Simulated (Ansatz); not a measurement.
BClH₆OSi

The calculation's input:

```
crystal:
  periodic: [false, false, false]
  atoms:
    - {symbol: B, position_ang: [-1.366912, 0.125365, -0.301179]}
    - {symbol: Cl, position_ang: [-1.713382, -1.567050, -0.930566]}
    - {symbol: H, position_ang: [-2.285925, 0.597187, 0.302015]}
    - {symbol: H, position_ang: [-0.834396, 0.828899, -1.128178]}
    - {symbol: H, position_ang: [-0.310345, -0.908134, 1.266887]}
    - {symbol: O, position_ang: [-0.171608, -0.086801, 0.778844]}
    - {symbol: Si, position_ang: [1.375851, 0.199442, 0.102772]}
    - {symbol: H, position_ang: [2.315143, -0.348847, 1.110144]}
    - {symbol: H, position_ang: [1.498466, -0.503334, -1.187522]}
    - {symbol: H, position_ang: [1.493005, 1.663272, -0.013317]}
basis:
  gaussian: {orbitals: def2-TZVPP}
hamiltonian: {xc: pbe0, dispersion: d4}
output: {orbitals: {seedname: orbitals}}
```

Command:

```sh
ansatz run in.yaml --threads 4 --pin off --events-out ev --progress --plain --max-ram 9574MiB
```

The reactant side of a reaction path; geometry: PBE0-D4/def2-TZVP.

All numbers below come from Ansatz 0.2.0, RKS PBE0-D4/def2-TZVPP.

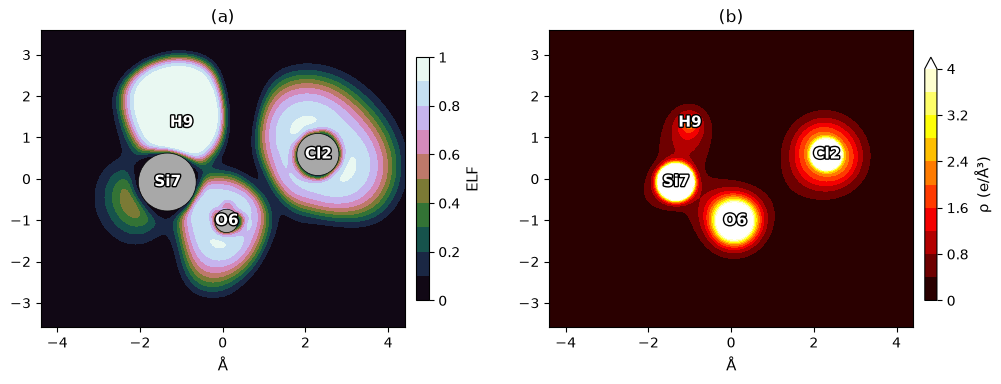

Figure 1. (a) electron localisation function; (b) total electron density on the plane of atoms O6, Si7 and H9. Grey discs cover the atomic cores in the ELF map.

Question: Describe what can be read from this map.

Answer: The section cuts through Cl, O, Si and H sites. Si–O (1.71 Å): ρ at the midpoint is about 1 e/Å³; the ELF peaks at about 0.90 between the atoms (a shared but strongly polarised pair). Si–H (1.47 Å): ρ at the midpoint is about 0.86 e/Å³; the ELF climbs to about 1 towards the hydrogen, as it does in any bond to H. The ELF also peaks beside O6 and Cl2, away from the bonds: lone-pair regions.

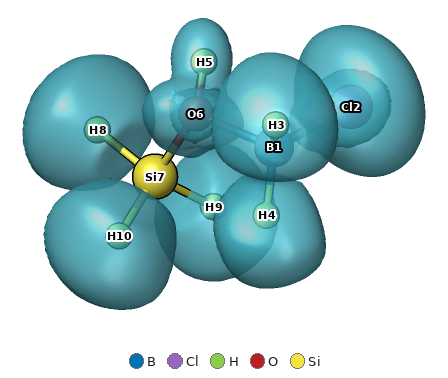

Figure 2. Isosurface of the ELF at 0.75 (cyan), seen at an oblique angle. Only the valence region is drawn (cores and ρ < 0.01 e/Å³ removed).

Question: Identify the bonds, lone pairs and shells in this picture.

Answer: At this value the surface marks out four regions around hydrogen nuclei, one region on Cl in which the atom's valence shell and bonds are merged, one region on H in which the atom's valence shell and bonds are merged and one joined region spread over several atoms (H, O), in which their bonds and any lone pairs are merged.


B–O (1.62 Å): the ELF peaks at about 0.90 between the atoms, as expected for a shared but strongly polarised pair.

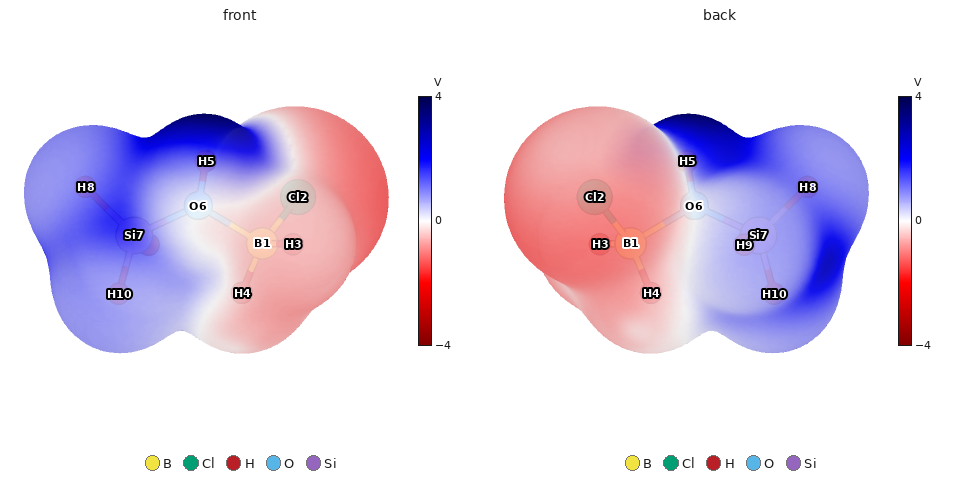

Figure 3. The molecular electrostatic potential painted on the density surface at 0.002 e/bohr³, seen from the front and from behind; the colour scale runs from red (negative) to blue (positive).

Question: Which sites attract a positive test charge, and which a negative one?

Answer: A positive charge is drawn to the negative regions and a negative charge to the positive ones. The most negative region (about −1.2 V) lies over Cl2, the most positive (about +3.6 V) over H5.

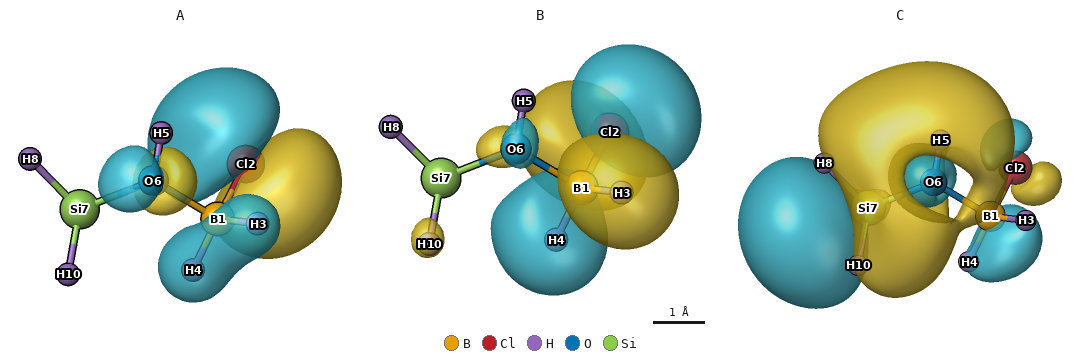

Figure 4. Three frontier orbitals at ±0.06 Å⁻³ᐟ² (yellow and cyan are the two phases), in no order.

Question: Which picture is the HOMO−1, the HOMO and the LUMO?

Answer: A is the HOMO−1 (−8.34 eV). It lies mainly on Cl2 (about 85 %); largely a lone pair of Cl2. B is the HOMO (−7.57 eV). It lies mainly on Cl2 (about 60 %), B1 (about 15 %), H3 (about 10 %) and H4 (about 10 %). C is the LUMO (−0.88 eV). It lies mainly on Si7 (about 50 %), H5 (about 10 %), O6 (about 10 %) and H8 (about 5 %).

Question: What is the HOMO–LUMO gap?

Answer: 6.69 eV between the orbital energies.
